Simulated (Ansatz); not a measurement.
# H4OSSn: geometry and vibrations

Aim: relax H4OSSn from a cheap starting geometry, check the end point by its vibrations and derive ideal-gas thermochemistry.

Method: RKS PBE0-D4/def2-TZVP; program: Ansatz 0.2.0, Gaussian basis.

Plan: relaxation at PBE-D4/def2-SVP; relaxation at PBE0-D4/def2-TZVP; harmonic vibrations at the same level.

1 further run of the same task is left out (set aside as unsound or not needed).

### 1 Where the work starts

SMILES `[OH][SnH2][SH]`, 7 atoms, charge 0, spin multiplicity 1.

Atoms are counted from 1 here; the program's logs count them from 0.

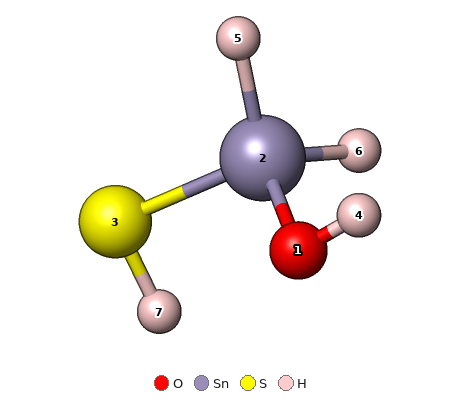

As it starts; oxygen red, tin purple, sulfur yellow, hydrogen pink; atoms are numbered from 1 in the order of the file.

Geometry (Å):

```xyz
7
H4OSSn
O    -1.2220   -0.9679   -0.7166
Sn    0.0239    0.4440   -0.1271
S     2.0750   -0.6237    0.4575
H    -2.0154   -0.3992   -0.9474
H     0.3119    1.5845   -1.4380
H    -0.6172    1.3023    1.2668
H     1.5049   -1.4080    1.4590
```

The start is a force-field geometry with small random shifts, so a cheaper pass at PBE-D4/def2-SVP comes first. Sn takes the def2 core potential; no spin-orbit term is included.

### 2 Optimising with PBE-D4/def2-SVP (cheap first pass)

File in.yaml:

```yaml
crystal:
  periodic: [false, false, false]
  atoms:
    - {symbol: O, position_ang: [-1.222000, -0.967900, -0.716600]}
    - {symbol: Sn, position_ang: [0.023900, 0.444000, -0.127100]}
    - {symbol: S, position_ang: [2.075000, -0.623700, 0.457500]}
    - {symbol: H, position_ang: [-2.015400, -0.399200, -0.947400]}
    - {symbol: H, position_ang: [0.311900, 1.584500, -1.438000]}
    - {symbol: H, position_ang: [-0.617200, 1.302300, 1.266800]}
    - {symbol: H, position_ang: [1.504900, -1.408000, 1.459000]}
basis:
  gaussian: {orbitals: def2-SVP}
hamiltonian: {xc: pbe, dispersion: d4}
relax: {f_tol: 0.03, max_steps: 200}
```

The run is started by

```
$ ansatz run in.yaml --threads 2 --pin off --events-out ev --progress --plain --max-ram 4352MiB
```

Log, cut to the lines that bear on the results:

```text
Functional definition: PBE
  name "PBE"
  cite "Perdew, Burke & Ernzerhof, Phys. Rev. Lett. 77, 3865 (1996) doi:10.1103/PhysRevLett.77.3865"
  parent pbe
[...]
871 factors; their error is unknown
[...]
mean field -18767.07739905 eV, -689.6773736330 hartree, gradient 6.3e-5 eV, S^2 0.000000; 0 other end points of the search recorded, 0 dependent functions left out
[...]
reference -18767.07743710 eV, -689.6773750315 hartree; 25, 25 occupied and 53, 53 virtual orbitals, 871 factors
relax step   1: F+E_penalty+E_count = -18767.21497512 eV  Δ(F+E_penalty+E_count) = +0.000e0 eV  max|allowed force component| = 1.466e0 eV/Å  Δτ_max = 0.0000 Å  (25 SCF iters, accepted)
[...]
relax step   6: F+E_penalty+E_count = -18767.35627060 eV  Δ(F+E_penalty+E_count) = -4.851e-3 eV  max|allowed force component| = 4.982e-2 eV/Å  Δτ_max = 0.0673 Å  (27 SCF iters, accepted)
[...]
relax step  11: F+E_penalty+E_count = -18767.38128659 eV  Δ(F+E_penalty+E_count) = -1.293e-2 eV  max|allowed force component| = 1.805e-1 eV/Å  Δτ_max = 0.1125 Å  (28 SCF iters, accepted)
[...]
relax step  16: F+E_penalty+E_count = -18767.40356330 eV  Δ(F+E_penalty+E_count) = +3.991e-3 eV  max|allowed force component| = 4.479e-1 eV/Å  Δτ_max = 0.0967 Å  (28 SCF iters, rejected (line search))
[...]
relax step  21: F+E_penalty+E_count = -18767.39588688 eV  Δ(F+E_penalty+E_count) = +2.312e-2 eV  max|allowed force component| = 1.023e0 eV/Å  Δτ_max = 0.1324 Å  (32 SCF iters, rejected (line search))
[...]
relax step  22: F+E_penalty+E_count = -18767.41875175 eV  Δ(F+E_penalty+E_count) = +2.589e-4 eV  max|allowed force component| = 1.009e-1 eV/Å  Δτ_max = 0.0455 Å  (27 SCF iters, rejected (line search))
[...]
relax step  23: F+E_penalty+E_count = -18767.41921146 eV  Δ(F+E_penalty+E_count) = -2.008e-4 eV  max|allowed force component| = 2.071e-2 eV/Å  Δτ_max = 0.0219 Å  (26 SCF iters, accepted)
871 factors; their error is unknown
mean field -18767.28290431 eV, -689.6849258123 hartree, gradient 6.4e-6 eV, S^2 0.000000; 1 other end points of the search recorded, 0 dependent functions left out
[...]
reference -18767.28294203 eV, -689.6849271983 hartree; 25, 25 occupied and 53, 53 virtual orbitals, 871 factors
Total energy: -18767.41924917 eV, -689.6899363933 hartree
Atom 0 at    -1.493887    -0.379249    -1.110834 Å, force    -0.004545    -0.012331     0.015784 eV/Å
Atom 1 at     0.019139     0.579143    -0.193122 Å, force     0.004903     0.004660    -0.020706 eV/Å
Atom 2 at     1.827974    -0.980085     0.344612 Å, force    -0.020085     0.008385     0.019621 eV/Å
Atom 3 at    -1.732494    -1.184493    -0.611513 Å, force     0.003884     0.010539    -0.013001 eV/Å
Atom 4 at     0.546994     1.674539    -1.407686 Å, force    -0.001503     0.000776     0.000233 eV/Å
Atom 5 at    -0.529510     1.289948     1.289182 Å, force     0.002986    -0.003463     0.003803 eV/Å
Atom 6 at     1.422884    -1.067803     1.643560 Å, force     0.014359    -0.008564    -0.005735 eV/Å
Dipole moment:    -0.074801     0.062644     0.399234 e Å
```

Run time: 23 s. Hardware: 2 threads of AMD EPYC 9B14, shared host.

The steps of the relaxation: (the energy doesn't fall at every step)

```
step  energy from step 1 (eV)  largest force component (eV/Å)
   1                   0.0000                          1.4664
   2                  -0.0952                          0.8029
   3                  -0.1228                          0.5464
   4                  -0.1364                          0.1470
   5                  -0.1330                          0.5156
   6                  -0.1413                          0.0498
   7                  -0.1450                          0.0507
   8                  -0.1244                          1.2944
   9                  -0.1504                          0.0730
  10                  -0.1534                          0.3973
  11                  -0.1663                          0.1805
  12                  -0.1717                          0.2208
  13                  -0.1875                          0.0642
  14                  -0.1836                          0.6157
  15                  -0.1926                          0.1212
  16                  -0.1886                          0.4479
  17                  -0.1964                          0.0458
  18                  -0.1989                          0.0431
  19                  -0.2009                          0.1971
  20                  -0.2040                          0.0250
  21                  -0.1809                          1.0226
  22                  -0.2038                          0.1009
  23                  -0.2042                          0.0207
```

The force was under the threshold of 0.03 eV/Å already at step 20, but the program went on to step 23.

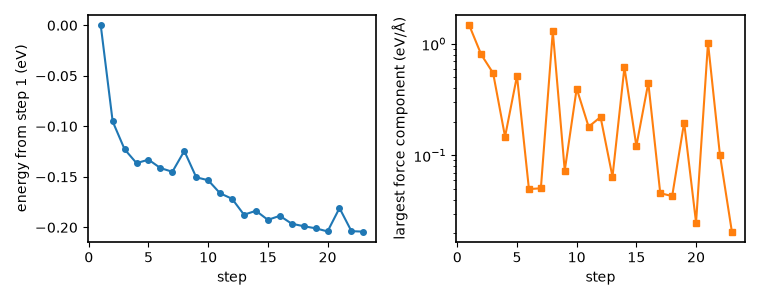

Energy and largest force along the relaxation.

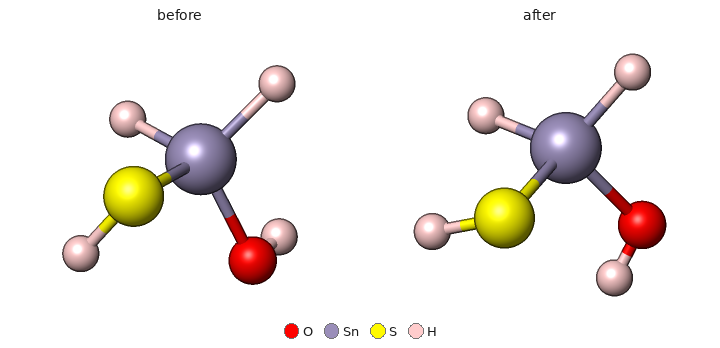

Before and after, at one scale.

Distances of close pairs at the start and the end, largest changes first:

```
  bond  before (Å)  after (Å)  change (Å)
Sn2–S3       2.385      2.448      +0.063
Sn2–H5       1.761      1.719      -0.043
O1–Sn2       1.973      2.012      +0.039
 S3–H7       1.394      1.363      -0.030
 O1–H4       1.003      0.977      -0.026
Sn2–H6       1.758      1.733      -0.025
```

### 3 Relaxation at PBE0-D4/def2-TZVP

File in.yaml:

```yaml
crystal:
  periodic: [false, false, false]
  atoms:
    - {symbol: O, position_ang: [-1.493887, -0.379249, -1.110834]}
    - {symbol: Sn, position_ang: [0.019139, 0.579143, -0.193122]}
    - {symbol: S, position_ang: [1.827974, -0.980085, 0.344612]}
    - {symbol: H, position_ang: [-1.732494, -1.184493, -0.611513]}
    - {symbol: H, position_ang: [0.546994, 1.674539, -1.407686]}
    - {symbol: H, position_ang: [-0.529510, 1.289948, 1.289182]}
    - {symbol: H, position_ang: [1.422884, -1.067803, 1.643560]}
basis:
  gaussian: {orbitals: def2-TZVP}
hamiltonian: {xc: pbe0, dispersion: d4}
relax: {f_tol: 0.005, max_steps: 150}
```

The command is unchanged.

Log, cut to the lines that bear on the results:

```text
Functional definition: PBE0
  name "PBE0"
  cite "Adamo & Barone, J. Chem. Phys. 110, 6158 (1999) doi:10.1063/1.478522"
  cite "Perdew, Burke & Ernzerhof, Phys. Rev. Lett. 77, 3865 (1996) doi:10.1103/PhysRevLett.77.3865"
  parent pbe
[...]
1059 factors; their error is unknown
[...]
mean field -18775.25017297 eV, -689.9777175349 hartree, gradient 6.3e-5 eV, S^2 0.000000; 0 other end points of the search recorded, 0 dependent functions left out
[...]
reference -18775.25020659 eV, -689.9777187705 hartree; 25, 25 occupied and 117, 117 virtual orbitals, 1059 factors
relax step   1: F+E_penalty+E_count = -18775.36636328 eV  Δ(F+E_penalty+E_count) = +0.000e0 eV  max|allowed force component| = 9.216e-1 eV/Å  Δτ_max = 0.0000 Å  (26 SCF iters, accepted)
[...]
reference -18775.33194491 eV, -689.9807225983 hartree; 25, 25 occupied and 117, 117 virtual orbitals, 1059 factors
Total energy: -18775.45030799 eV, -689.9850723614 hartree
Atom 0 at    -1.593503    -0.442812    -0.504030 Å, force     0.001014    -0.002001    -0.000908 eV/Å
Atom 1 at     0.002911     0.630957    -0.111154 Å, force    -0.002486    -0.001450    -0.004526 eV/Å
Atom 2 at     1.813557    -0.855307     0.402763 Å, force    -0.001853     0.002365     0.002219 eV/Å
Atom 3 at    -1.410838    -1.173135    -1.100353 Å, force    -0.001776     0.001620     0.002277 eV/Å
Atom 4 at     0.488540     1.494999    -1.497482 Å, force     0.001831     0.001914     0.000761 eV/Å
Atom 5 at    -0.481098     1.561423     1.224069 Å, force     0.001997    -0.001617     0.000115 eV/Å
Atom 6 at     1.241531    -1.284124     1.540386 Å, force     0.001274    -0.000831     0.000062 eV/Å
Dipole moment:     0.073541     0.098005    -0.023026 e Å
```

Run time: 57 s. Hardware: 2 threads of AMD EPYC 9B14, shared host.

Step by step: (the energy doesn't fall at every step)

```
step  energy from step 1 (eV)  largest force component (eV/Å)
   1                   0.0000                          0.9216
   2                  -0.0483                          0.2883
   3                  -0.0582                          0.2661
   4                  -0.0512                          0.6617
   5                  -0.0639                          0.0535
   6                  -0.0644                          0.1074
   7                  -0.0651                          0.0381
   8                  -0.0652                          0.0646
   9                  -0.0657                          0.0305
  10                  -0.0505                          1.2187
  11                  -0.0657                          0.0207
  12                  -0.0659                          0.0105
  13                  -0.0661                          0.0604
  14                  -0.0662                          0.2005
  15                  -0.0723                          0.1969
  16                  -0.0702                          0.1774
  17                  -0.0758                          0.1347
  18                  -0.0744                          0.1246
  19                  -0.0792                          0.1071
  20                  -0.0818                          0.0484
  21                  -0.0837                          0.0185
  22                  -0.0835                          0.0911
  23                  -0.0838                          0.0116
  24                  -0.0834                          0.0578
  25                  -0.0839                          0.0025
  26                  -0.0839                          0.0265
  27                  -0.0839                          0.0045
```

The force was under the threshold of 0.005 eV/Å already at step 25, but the program went on to step 27.

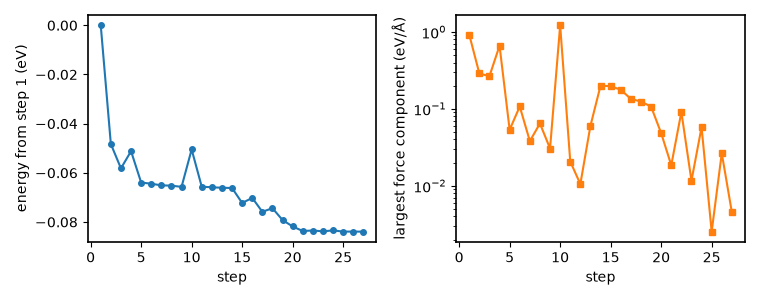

Energy and force, step by step.

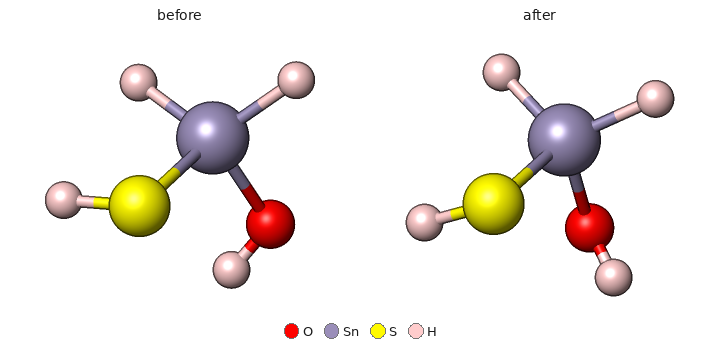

Before and after, at one scale.

Distances of close pairs at the start and the end, largest changes first:

```
  bond  before (Å)  after (Å)  change (Å)
Sn2–S3       2.448      2.398      -0.050
O1–Sn2       2.012      1.964      -0.049
Sn2–H6       1.733      1.698      -0.035
 S3–H7       1.363      1.344      -0.020
 O1–H4       0.977      0.960      -0.017
Sn2–H5       1.719      1.704      -0.014
```

Mulliken charges of the relaxed molecule (report file):

```
atom  value (e)
  O1      -0.68
 Sn2       0.70
  S3      -0.44
  H4       0.32
  H5      -0.05
  H6      -0.04
  H7       0.18
```

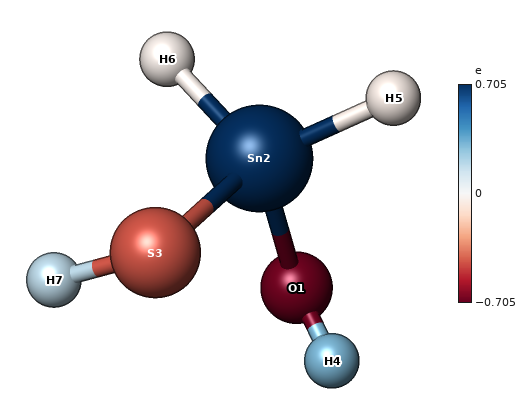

Mulliken charges of the relaxed molecule (report file), as colours on the atoms.

### 4 Force constants and modes

File in.yaml:

```yaml
crystal:
  periodic: [false, false, false]
  atoms:
    - {symbol: O, position_ang: [-1.593503, -0.442812, -0.504030]}
    - {symbol: Sn, position_ang: [0.002911, 0.630957, -0.111154]}
    - {symbol: S, position_ang: [1.813557, -0.855307, 0.402763]}
    - {symbol: H, position_ang: [-1.410838, -1.173135, -1.100353]}
    - {symbol: H, position_ang: [0.488540, 1.494999, -1.497482]}
    - {symbol: H, position_ang: [-0.481098, 1.561423, 1.224069]}
    - {symbol: H, position_ang: [1.241531, -1.284124, 1.540386]}
basis:
  gaussian: {orbitals: def2-TZVP}
hamiltonian: {xc: pbe0, dispersion: d4}
phonons: {temperatures: {t_min: 298.15, t_max: 900, t_step: 200}}
```

Same command.

Log, cut to the lines that bear on the results:

```text
Functional definition: PBE0
  name "PBE0"
  cite "Adamo & Barone, J. Chem. Phys. 110, 6158 (1999) doi:10.1063/1.478522"
  cite "Perdew, Burke & Ernzerhof, Phys. Rev. Lett. 77, 3865 (1996) doi:10.1103/PhysRevLett.77.3865"
  parent pbe
[...]
1059 factors; their error is unknown
[...]
mean field -18775.33194220 eV, -689.9807224987 hartree, gradient 2.1e-5 eV, S^2 0.000000; 0 other end points of the search recorded, 0 dependent functions left out
[...]
reference -18775.33197547 eV, -689.9807237214 hartree; 25, 25 occupied and 117, 117 virtual orbitals, 1059 factors
[...]
1059 factors; their error is unknown
mean field -18775.33185786 eV, -689.9807193995 hartree, gradient 1.1e-6 eV, S^2 0.000000; 0 other end points of the search recorded, 0 dependent functions left out
[...]
reference -18775.33189113 eV, -689.9807206219 hartree; 25, 25 occupied and 117, 117 virtual orbitals, 1059 factors
[...]
Total energy: -18775.45033857 eV, -689.9850734850 hartree
Atom 0 at    -1.593503    -0.442812    -0.504030 Å, force     0.001294    -0.002199    -0.001053 eV/Å
Atom 1 at     0.002911     0.630957    -0.111154 Å, force    -0.002841    -0.001116    -0.004286 eV/Å
Atom 2 at     1.813557    -0.855307     0.402763 Å, force    -0.001888     0.002125     0.002175 eV/Å
Atom 3 at    -1.410838    -1.173135    -1.100353 Å, force    -0.001798     0.001586     0.002307 eV/Å
Atom 4 at     0.488540     1.494999    -1.497482 Å, force     0.001817     0.001936     0.000730 eV/Å
Atom 5 at    -0.481098     1.561423     1.224069 Å, force     0.002142    -0.001519     0.000073 eV/Å
Atom 6 at     1.241531    -1.284124     1.540386 Å, force     0.001274    -0.000814     0.000055 eV/Å
Dipole moment:     0.073541     0.098006    -0.023027 e Å
Vibrations: 125.81 154.03 225.62 358.55 388.51 518.12 608.37 638.29 681.97 719.27 864.40 1956.10 1982.85 2712.55 3888.92 cm⁻¹, zero-point energy 0.980923 eV
```

It took 62 s on 2 threads of AMD EPYC 9B14, shared host.

Motions are named by where the mode's potential energy lies. Wavenumbers, unscaled:

```
mode  cm⁻¹                  motion
   1   126                    bend
   2   154                 torsion
   3   226                 torsion
   4   359            Sn–S stretch
   5   389       bend with torsion
   6   518                    bend
   7   608  Sn–O stretch with bend
   8   638  Sn–O stretch with bend
   9   682       bend with torsion
  10   719                    bend
  11   864                    bend
  12  1956            Sn–H stretch
  13  1983            Sn–H stretch
  14  2713             S–H stretch
  15  3889             O–H stretch
```

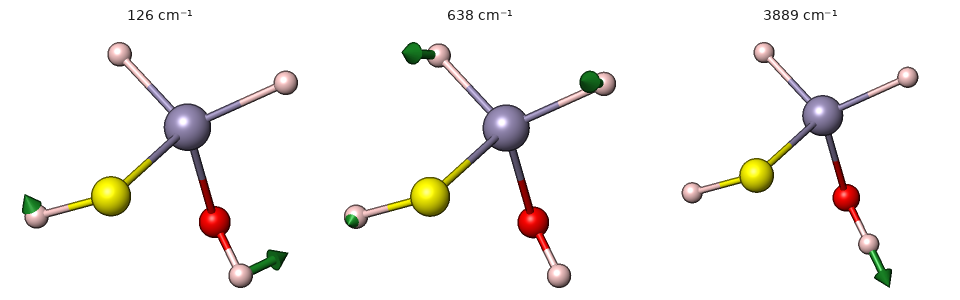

Displacements of 3 modes, as arrows.

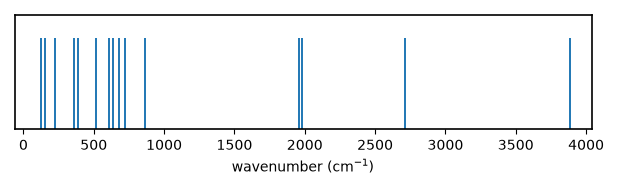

The harmonic wavenumbers as sticks (no intensities were computed).

From these modes and the moments of inertia (298.15 K, 1 bar, symmetry number 1):

```
                term            value
   zero-point energy    22.6 kcal/mol
          H(298) − E    27.1 kcal/mol
entropy, translation  173.0 J/(mol K)
   entropy, rotation  109.5 J/(mol K)
  entropy, vibration   49.8 J/(mol K)
      entropy, total  332.2 J/(mol K)
```

### 5 Results

```
                  quantity            value
               point group               C1
                     steps          23 + 27
shift from the start (rms)          0.484 Å
              total energy   -18775.4503 eV
           dispersion term         -118 meV
             dipole moment           0.60 D
lowest, highest wavenumber   126, 3889 cm⁻¹
         zero-point energy    22.6 kcal/mol
       entropy at 298.15 K  332.2 J/(mol K)
```

The relaxed geometry lies 0.48 Å (rms) from the start; the bond that changed most is Sn2–H6, from 1.758 to 1.698 Å. No mode is imaginary: a true minimum at this level. The stiffest mode, 3889 cm⁻¹, is an O–H stretch, and 2 modes under 200 cm⁻¹ make the vibrational entropy uncertain. Harmonic hybrid wavenumbers usually lie a few per cent above measured fundamentals. The largest Mulliken charge, +0.70 e, sits on Sn2.
